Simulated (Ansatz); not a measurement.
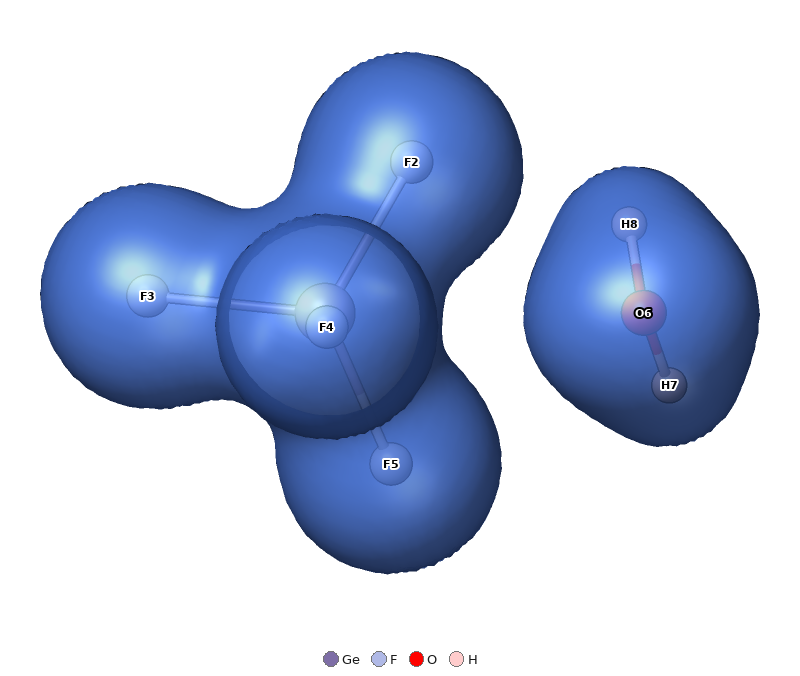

Figure 1: F$_{4}$Ge···H$_{2}$O. Isosurface of the electron density at 0.2 e/Å³ (blue), seen across its widest extent.

Not at a stationary point (largest force 1.0 eV/Å).

The calculation used Ansatz 0.2.0, RKS PBE0-D4/def2-SVP.

```xyz
8

Ge    0.2556    0.0788   -0.1181
F     0.1608    0.0119    1.5742
F     1.9082   -0.0420   -0.5082
F    -0.2963    1.5531   -0.7459
F    -0.5127   -1.2754   -0.8064
O    -2.4957    0.0264    0.9661
H    -2.7314   -0.8693    0.6972
H    -1.9507   -0.1133    1.7722
```

**What does this surface tell about the bonding?**

At this value the surface falls into two separate pieces. It bridges the sampled Ge–F (1.69 Å) and O–H (0.96 Å) contacts, where the density stays above the isovalue. It is pinched off along the sampled Ge···O (2.96 Å) contacts. On the grid the lowest density along these lines, outside the cores, is 0.09 e/Å³ (Ge···O, 2.96 Å), 1 e/Å³ (Ge–F, 1.69 Å) and 2.4 e/Å³ (O–H, 0.96 Å).
